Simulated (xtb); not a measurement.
## Run report: SnNH4BrO, geometry relaxation (part 2 of 2)

Continued. System: SnNH4BrO, SMILES [NH2][SnH]([OH])[Br]. Method: GFN2-xTB (xtb 6.7.1). The geometry comes from this level: GFN2-xTB.

Geometry of the input (Å):
```
N  -0.5842  1.4738  0.4044
Sn 0.1266  -0.4010  0.3956
O  1.3121  -0.4733  -1.1587
Br -1.6602  -2.0899  0.0496
H  -1.5889  1.5355  0.2882
H  -0.1662  2.0228  -0.3374
H  0.9544  -0.7397  1.8263
H  1.6064  -1.3282  -1.4681
```

### The program's output, continued
```
 ---------------------------
N1-Sn2=2.0051        N1-H5=1.0133         N1-H6=1.0131         Sn2-N1=2.0051        Sn2-O3=1.9561        Sn2-Br4=2.4830
Sn2-H7=1.6873        O3-Sn2=1.9561        O3-H8=0.9556         Br4-Sn2=2.4830       H5-N1=1.0133         H6-N1=1.0131
H7-Sn2=1.6873        H8-O3=0.9556
 N  H  Rav=1.0132 sigma=0.0001  Rmin=1.0131  Rmax=1.0133     2
 O  H  Rav=0.9556 sigma=0.0000  Rmin=0.9556  Rmax=0.9556     1
 Sn H  Rav=1.6873 sigma=0.0000  Rmin=1.6873  Rmax=1.6873     1
 Sn N  Rav=2.0051 sigma=0.0000  Rmin=2.0051  Rmax=2.0051     1
 Sn O  Rav=1.9561 sigma=0.0000  Rmin=1.9561  Rmax=1.9561     1
 Sn Br Rav=2.4830 sigma=0.0000  Rmin=2.4830  Rmax=2.4830     1

 selected bond angles (degree)
 --------------------
H5-N1-Sn2=114.07               H6-N1-Sn2=110.93               H6-N1-H5=106.99                O3-Sn2-N1=104.65
Br4-Sn2-N1=112.43              Br4-Sn2-O3=107.47              H7-Sn2-N1=110.97               H7-Sn2-O3=111.66
H7-Sn2-Br4=109.55              H8-O3-Sn2=118.49

 selected dihedral angles (degree)
 ---------------------------------
O3-Sn2-N1-H5=117.57           O3-Sn2-N1-H6=356.68           Br4-Sn2-N1-H5=  1.23          Br4-Sn2-N1-H6=240.34
H7-Sn2-N1-H5=238.15           H7-Sn2-N1-H6=117.26           H8-O3-Sn2-N1=193.61           H8-O3-Sn2-Br4=313.33
H8-O3-Sn2-H7= 73.49
           -------------------------------------------------
          |                Final Singlepoint                |
           -------------------------------------------------

          ...................................................
          :                      SETUP                      :
          :.................................................:
          :  # basis functions                  32          :
          :  # atomic orbitals                  30          :
          :  # shells                           14          :
          :  # electrons                        26          :
          :  max. iterations                   250          :
          :  Hamiltonian                  GFN2-xTB          :
          :  restarted?                      false          :
          :  GBSA solvation                  false          :
          :  PC potential                    false          :
          :  electronic temp.          300.0000000     K    :
          :  accuracy                    1.0000000          :
          :  -> integral cutoff          0.2500000E+02      :
          :  -> integral neglect         0.1000000E-07      :
          :  -> SCF convergence          0.1000000E-05 Eh   :
          :  -> wf. convergence          0.1000000E-03 e    :
          :  Broyden damping             0.4000000          :
          :  net charge                          0          :
          :  unpaired electrons                  0          :
          ...................................................

 iter      E             dE          RMSdq      gap      omega  full diag
   1    -15.2996692 -0.152997E+02  0.406E-06    3.43       0.0  T
   2    -15.2996692  0.248690E-13  0.462E-06    3.43    7656.4  T
   3    -15.2996692 -0.621725E-13  0.148E-06    3.43   23866.5  T

   *** convergence criteria satisfied after 3 iterations ***

         #    Occupation            Energy/Eh            Energy/eV
      -------------------------------------------------------------
         1        2.0000           -0.8543472             -23.2480
       ...           ...                  ...                  ...
         7        2.0000           -0.4949343             -13.4678
         8        2.0000           -0.4841706             -13.1750
         9        2.0000           -0.4710445             -12.8178
        10        2.0000           -0.4540630             -12.3557
        11        2.0000           -0.4312814             -11.7358
        12        2.0000           -0.4258997             -11.5893
        13        2.0000           -0.4194695             -11.4143 (HOMO)
        14                         -0.2933879              -7.9835 (LUMO)
        15                         -0.1307151              -3.5569
        16                         -0.1204603              -3.2779
        17                         -0.1034747              -2.8157
        18                         -0.0513128              -1.3963
       ...                                ...                  ...
        30                          0.9210365              25.0627
      -------------------------------------------------------------
                  HL-Gap            0.1260816 Eh            3.4309 eV
             Fermi-level           -0.3564287 Eh           -9.6989 eV

 SCC (total)                   0 d,  0 h,  0 min,  0.002 sec
 SCC setup                      ...        0 min,  0.000 sec (  1.376%)
 Dispersion                     ...        0 min,  0.000 sec (  0.481%)
 classical contributions        ...        0 min,  0.000 sec (  0.202%)
 integral evaluation            ...        0 min,  0.001 sec ( 25.314%)
 iterations                     ...        0 min,  0.000 sec ( 18.238%)
 molecular gradient             ...        0 min,  0.001 sec ( 51.373%)
 printout                       ...        0 min,  0.000 sec (  2.613%)

         :::::::::::::::::::::::::::::::::::::::::::::::::::::
         ::                     SUMMARY                     ::
         :::::::::::::::::::::::::::::::::::::::::::::::::::::
         :: total energy             -15.233856171608 Eh    ::
         :: gradient norm              0.000479672836 Eh/a0 ::
         :: HOMO-LUMO gap              3.430854717909 eV    ::
         ::.................................................::
         :: SCC energy               -15.299662237823 Eh    ::
         :: -> isotropic ES            0.035525569754 Eh    ::
         :: -> anisotropic ES         -0.001967256012 Eh    ::
         :: -> anisotropic XC         -0.001569465014 Eh    ::
         :: -> dispersion             -0.004906965426 Eh    ::
         :: repulsion energy           0.065806066215 Eh    ::
         :: add. restraining           0.000000000000 Eh    ::
         :: total charge               0.000000000000 e     ::
         :::::::::::::::::::::::::::::::::::::::::::::::::::::

           -------------------------------------------------
          |                Property Printout                |
           -------------------------------------------------

    * Orbital Energies and Occupations

         #    Occupation            Energy/Eh            Energy/eV
      -------------------------------------------------------------
         1        2.0000           -0.8543472             -23.2480
         2        2.0000           -0.8158735             -22.2010
         3        2.0000           -0.6789187             -18.4743
         4        2.0000           -0.6112784             -16.6337
         5        2.0000           -0.5605320             -15.2529
         6        2.0000           -0.5302015             -14.4275
         7        2.0000           -0.4949343             -13.4678
         8        2.0000           -0.4841706             -13.1750
         9        2.0000           -0.4710445             -12.8178
        10        2.0000           -0.4540630             -12.3557
        11        2.0000           -0.4312814             -11.7358
        12        2.0000           -0.4258997             -11.5893
        13        2.0000           -0.4194695             -11.4143 (HOMO)
        14                         -0.2933879              -7.9835 (LUMO)
        15                         -0.1307151              -3.5569
        16                         -0.1204603              -3.2779
        17                         -0.1034747              -2.8157
        18                         -0.0513128              -1.3963
        19                         -0.0271539              -0.7389
        20                          0.0342832               0.9329
        21                          0.0413889               1.1263
        22                          0.0529349               1.4404
        23                          0.0831140               2.2616
        24                          0.0919225               2.5013
       ...                                ...                  ...
        30                          0.9210365              25.0627
      -------------------------------------------------------------
                  HL-Gap            0.1260816 Eh            3.4309 eV
             Fermi-level           -0.3564287 Eh           -9.6989 eV

     #   Z          covCN         q      C6AA      α(0)
     1   7 N        2.545    -0.376    29.752     8.101
     2  50 Sn       3.391     0.392   322.716    33.211
     3   8 O        1.578    -0.506    23.068     6.481
     4  35 Br       0.834    -0.203   190.428    22.249
     5   1 H        0.867     0.175     1.242     1.745
     6   1 H        0.872     0.183     1.196     1.713
     7   1 H        0.930     0.032     2.552     2.498
     8   1 H        0.817     0.303     0.710     1.322

 Mol. C6AA /au·bohr⁶  :       2155.393680
 Mol. C8AA /au·bohr⁸  :     138953.464299
 Mol. α(0) /au        :         77.320605

Wiberg/Mayer (AO) data.
largest (>0.10) Wiberg bond orders for each atom

 ---------------------------------------------------------------------------
     #   Z sym  total        # sym  WBO       # sym  WBO       # sym  WBO
 ---------------------------------------------------------------------------
     1   7 N    3.167 --     5 H    0.948     6 H    0.947     2 Sn   0.859
                             7 H    0.167     4 Br   0.133     3 O    0.107
     2  50 Sn   3.205 --     3 O    0.894     1 N    0.859     4 Br   0.843
                             7 H    0.568
     3   8 O    2.120 --     8 H    0.895     2 Sn   0.894     7 H    0.124
                             1 N    0.107
     4  35 Br   1.211 --     2 Sn   0.843     7 H    0.137     1 N    0.133
     5   1 H    0.969 --     1 N    0.948
     6   1 H    0.967 --     1 N    0.947
     7   1 H    0.999 --     2 Sn   0.568     1 N    0.167     4 Br   0.137
                             3 O    0.124
     8   1 H    0.908 --     3 O    0.895
 ---------------------------------------------------------------------------

Topologies differ in total number of bonds
Writing topology from bond orders to xtbtopo.mol

molecular dipole:
                 x           y           z       tot (Debye)
 q only:        0.287       0.309       0.344
   full:        0.855       0.724       0.178       2.884
molecular quadrupole (traceless):
                xx          xy          yy          xz          yz          zz
 q only:       -1.184      -6.658       0.171       0.891      -0.231       1.014
  q+dip:       -2.120     -13.866      -2.307       1.217      -1.626       4.427
   full:       -1.533     -13.852      -1.992       0.514      -1.495       3.526

           -------------------------------------------------
          |                Geometry Summary                 |
           -------------------------------------------------

      molecular mass/u    :      232.6515115
   center of mass at/Å    :       -0.4470276      -0.8597483       0.1649103
  moments of inertia/u·Å² :        0.1135843E+03   0.4092143E+03   0.4671742E+03
rotational constants/cm⁻¹ :        0.1484152E+00   0.4119512E-01   0.3608425E-01

 * 7 selected distances

     #   Z          #   Z                                           value/Å
     1   7 N        2  50 Sn                                      2.0050554
     2  50 Sn       3   8 O                                       1.9561219
     2  50 Sn       4  35 Br                                      2.4829626 (max)
     1   7 N        5   1 H                                       1.0132962
     1   7 N        6   1 H                                       1.0131335
     2  50 Sn       7   1 H                                       1.6872728
     3   8 O        8   1 H                                       0.9556095 (min)

 * 6 distinct bonds (by element types)

   Z      Z             #   av. dist./Å        max./Å        min./Å
   1 H    7 N           2     1.0132149     1.0132962     1.0131335
   1 H    8 O           1     0.9556095     0.9556095     0.9556095
   1 H   50 Sn          1     1.6872728     1.6872728     1.6872728
   7 N   50 Sn          1     2.0050554     2.0050554     2.0050554
   8 O   50 Sn          1     1.9561219     1.9561219     1.9561219
  35 Br  50 Sn          1     2.4829626     2.4829626     2.4829626

optimized geometry written to: xtbopt.xyz

           -------------------------------------------------
          | TOTAL ENERGY              -15.233856171608 Eh   |
          | GRADIENT NORM               0.000479672836 Eh/α |
          | HOMO-LUMO GAP               3.430854717909 eV   |
           -------------------------------------------------

------------------------------------------------------------------------
------------------------------------------------------------------------
 total:
 *  cpu-time:     0 d,  0 h,  0 min,  0.015 sec
 * ratio c/w:     1.000 speedup
 SCF:
 *  cpu-time:     0 d,  0 h,  0 min,  0.004 sec
 * ratio c/w:     1.000 speedup
 ANC optimizer:
 *  cpu-time:     0 d,  0 h,  0 min,  0.005 sec
 * ratio c/w:     1.000 speedup
```

### File xtbopt.xyz
```
8
 energy: -15.233856171608 gnorm: 0.000479672836 xtb: 6.7.1
N           -0.58420000000000        1.47381000000000        0.40443000000000
Sn           0.12664000000000       -0.40099000000000        0.39560000000000
O            1.31211000000000       -0.47327000000000       -1.15870000000000
Br          -1.66022000000000       -2.08994000000000        0.04965000000000
H           -1.58892000000000        1.53547000000000        0.28822000000000
H           -0.16621000000000        2.02282000000000       -0.33740000000000
H            0.95442000000000       -0.73972000000000        1.82631000000000
H            1.60639000000000       -1.32817000000000       -1.46811000000000
```

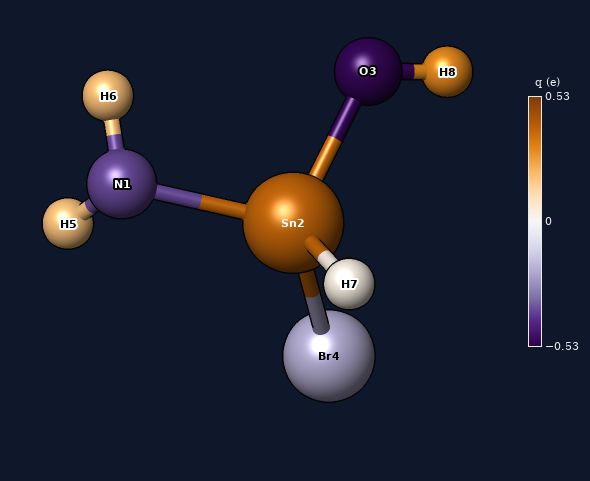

Mulliken charges, as the colour of each atom (ball-and-stick view, seen at a tilt; atoms are numbered from 1 in the order of the input). By element: N −0.38, Sn +0.39, O −0.51, Br −0.20 and H +0.03 to +0.30 e.

### Summary

| quantity | value |
| --- | --- |
| outcome | converged |
| electrons treated | 26 |
| total energy | −15.233856 hartree |
| dispersion energy | −0.004907 hartree |
| basis functions | 32 |
| HOMO | −11.41 eV |
| LUMO | −7.98 eV |
| dipole moment | 2.88 D |
| peak memory | 0.074 GiB |
